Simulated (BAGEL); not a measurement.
# B3LYP/cc-pVDZ (density fitting with qzvpp-jkfit) run of GeHCl3 (SMILES [Cl][GeH]([Cl])[Cl])

What is the energy change on altering one bond length of GeHCl3 at B3LYP/cc-pVDZ (density fitting with qzvpp-jkfit)? 

The calculation is run with BAGEL 1.2.2.

2 further runs of the same task are left out: 2 set aside as unsound or not needed.

**1. The system as given**

The species is GeHCl3 (5 atoms), meant as a singlet with charge 0. As SMILES, `[Cl][GeH]([Cl])[Cl]`. The coordinates come from a PBE0-D4/def2-TZVP relaxation.

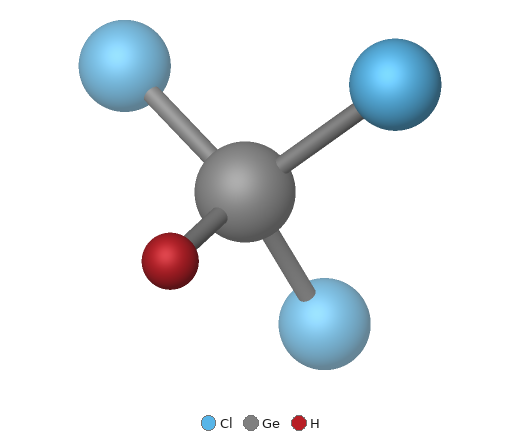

Viewed from a chosen angle; chlorine blue, germanium grey, hydrogen red.

**2. The energy at B3LYP/cc-pVDZ (density fitting with qzvpp-jkfit)**

Input file input.json:

```json
{ "bagel" : [

{
  "title" : "molecule",
  "basis" : "cc-pvdz.json",
  "df_basis" : "qzvpp-jkfit",
  "angstrom" : true,
  "geometry" : [
    { "atom" : "Cl", "xyz" : [   -1.177700,   -0.012800,    1.700700 ] },
    { "atom" : "Ge", "xyz" : [    0.102400,    0.090600,    0.006200 ] },
    { "atom" : "Cl", "xyz" : [    1.117900,   -1.767600,   -0.185300 ] },
    { "atom" : "Cl", "xyz" : [   -1.095100,    0.385600,   -1.725800 ] },
    { "atom" : "H", "xyz" : [    1.102600,    1.230700,    0.163000 ] }
  ]
},
{ "title" : "ks", "xc_func" : "b3lyp" },
{ "title" : "print", "file" : "orbitals.molden", "orbitals" : true }

]}
```

The basis set cc-pVDZ is read from a file made from the Basis Set Exchange's data (not shown).

On the command line:

```sh
$ BAGEL_NUM_THREADS=1 BAGEL input.json > input.out
```

What it wrote:

```text
* using 1 threads per process

  ===============================================================
  ===============================================================

  *** Geometry ***

  { "atom" : "Cl", "xyz" : [     -2.225530,     -0.024188,      3.213857 ] },
  { "atom" : "Ge", "xyz" : [      0.193508,      0.171209,      0.011716 ] },
  { "atom" : "Cl", "xyz" : [      2.112525,     -3.340280,     -0.350166 ] },
  { "atom" : "Cl", "xyz" : [     -2.069439,      0.728678,     -3.261289 ] },
  { "atom" : "H", "xyz" : [      2.083612,      2.325686,      0.308025 ] },

  Number of auxiliary basis functions:      668

  Since a DF basis is specified, we compute 2- and 3-index integrals:
    o Being stored without compression. Storage requirement is 0.040 GB

  Number of basis functions:       86
  Number of electrons      :       84

    * METHOD: MOLECULE                             0.42

  *** Kohn-Sham DFT ***

    * Removing 9042 points whose weight is below 1.00e-10
    * Grid points: 65488

  === Nuclear Repulsion ===
   559.1855802501

       - DIIS with orbital gradients will be used.

  === KS iteration (b3lyp / cc-pvdz.json) ===
      0      -3434.86599947          0.12220921           0.45
      1      -3367.45207324          0.19272861           0.42
      2      -3417.61058933          0.08829484           0.41
      3      -3449.23113948          0.08493827           0.42
      4      -3452.78313156          0.07191941           0.42
      5      -3455.77391714          0.05794686           0.43
      6      -3454.09361051          0.07932967           0.43
      7      -3454.86448412          0.05609571           0.43
      8      -3457.57634410          0.02937758           0.42
      9      -3458.36263459          0.00478488           0.42
     10      -3458.38382143          0.00251576           0.42
     11      -3458.39342751          0.00040059           0.42
     12      -3458.39366565          0.00016596           0.42
     13      -3458.39370063          0.00003778           0.41
     14      -3458.39370184          0.00000647           0.42
     15      -3458.39370186          0.00000380           0.40
     16      -3458.39370187          0.00000087           0.43
     17      -3458.39370187          0.00000012           0.43
     18      -3458.39370187          0.00000005           0.43
     19      -3458.39370187          0.00000002           0.43
     20      -3458.39370187          0.00000001           0.43
    * SCF iteration converged.

    * Permanent dipole moment:
           (   -0.393065,    -0.448054,    -0.061528) a.u.

    * METHOD: KS                                   9.18

    * METHOD: PRINT                                0.01

  ===============================================================
```

Wall time 9.9 s (1 thread of Arm Neoverse V2, shared host); peak memory 0.36 GiB.

**3. The distorted shape**

Input file dft.json:

```json
{ "bagel" : [

{
  "title" : "molecule",
  "basis" : "cc-pvdz.json",
  "df_basis" : "qzvpp-jkfit",
  "angstrom" : "true",
  "geometry" : [
    { "atom" : "Cl", "xyz" : [      -2.396306,       2.217050,       1.930501 ] },
    { "atom" : "Ge", "xyz" : [      -1.116206,       2.320450,       0.236001 ] },
    { "atom" : "Cl", "xyz" : [       1.117900,      -1.767600,      -0.185300 ] },
    { "atom" : "Cl", "xyz" : [      -2.313706,       2.615450,      -1.495999 ] },
    { "atom" : "H", "xyz" : [      -0.116006,       3.460550,       0.392801 ] }
  ]
},

{ "title" : "ks", "xc_func" : "b3lyp" },

{ "title" : "print", "file" : "orbitals.molden", "orbitals" : "true" }

]}
```

The basis set cc-pVDZ is read from a file made from the Basis Set Exchange's data (not shown).

On the command line:

```sh
$ BAGEL_NUM_THREADS=1 BAGEL dft.json > dft.out
```

What it wrote:

```text
* using 1 threads per process

  ===============================================================
  ===============================================================

  *** Geometry ***

  { "atom" : "Cl", "xyz" : [     -4.528362,      4.189617,      3.648118 ] },
  { "atom" : "Ge", "xyz" : [     -2.109324,      4.385015,      0.445977 ] },
  { "atom" : "Cl", "xyz" : [      2.112525,     -3.340280,     -0.350166 ] },
  { "atom" : "Cl", "xyz" : [     -4.372271,      4.942484,     -2.827028 ] },
  { "atom" : "H", "xyz" : [     -0.219220,      6.539492,      0.742286 ] },

  Number of auxiliary basis functions:      668

  Since a DF basis is specified, we compute 2- and 3-index integrals:
    o Being stored without compression. Storage requirement is 0.040 GB

  Number of basis functions:       86
  Number of electrons      :       84

    * METHOD: MOLECULE                             0.40

  *** Kohn-Sham DFT ***

    * Removing 7370 points whose weight is below 1.00e-10
    * Grid points: 67160

  === Nuclear Repulsion ===
   448.8628923423

       - DIIS with orbital gradients will be used.

  === KS iteration (b3lyp / cc-pvdz.json) ===
      0      -3419.07184845          0.10514696           0.49
      1      -3265.93619786          0.14556680           0.43
      2      -3241.47797175          0.09305496           0.43
      3      -3342.61465955          0.02925372           0.43
      4      -3300.88795368          0.11921272           0.43
      5      -3301.80452035          0.11705379           0.43
      6      -3301.80253179          0.11707081           0.43
      7      -3297.69274457          0.12816025           0.42
      8      -3236.76409766          0.11817716           0.43
      9      -3271.69248297          0.15516521           0.42
[... 75 lines of this table left out ...]
     85      -3458.23843832          0.00000006           0.42
     86      -3458.23843832          0.00000003           0.41
     87      -3458.23843832          0.00000001           0.42
     88      -3458.23843832          0.00000001           0.41
    * SCF iteration converged.

    * Permanent dipole moment:
           (    0.999754,    -2.668134,    -0.286033) a.u.

    * METHOD: KS                                  37.92

    * METHOD: PRINT                                0.01

  ===============================================================
```

Run time: 39 s. Hardware: 1 thread of Arm Neoverse V2, shared host; peak memory 0.36 GiB.

**4. What came out**

At B3LYP/cc-pVDZ (density fitting with qzvpp-jkfit):

| quantity | value |
| --- | --- |
| first shape: total energy | -3458.39370 Eh |
| first shape: dipole moment | 1.52 D |
| first shape: HOMO energy | -8.96 eV |
| first shape: LUMO energy | -1.63 eV |
| first shape: HOMO–LUMO gap | 7.33 eV |
| distorted shape: total energy | -3458.23844 Eh |
| distorted shape: dipole moment | 7.28 D |
| distorted shape: HOMO energy | -6.95 eV |
| distorted shape: LUMO energy | -6.08 eV |
| distorted shape: HOMO–LUMO gap | 0.88 eV |
| energy change with the Ge2–Cl3 bond stretched from 2.126 to 4.678 Å | 4.225 eV |

In words: One bond (distorted shape) is far stretched, which a spin-restricted single reference describes badly; a broken-symmetry solution may lie lower. With the Ge2–Cl3 bond stretched from 2.126 to 4.678 Å the energy rises by 4.22 eV (408 kJ/mol). The first shape isn't relaxed at this level, so the change isn't measured from a minimum. A restricted reference can't describe the breaking bond well at this length.
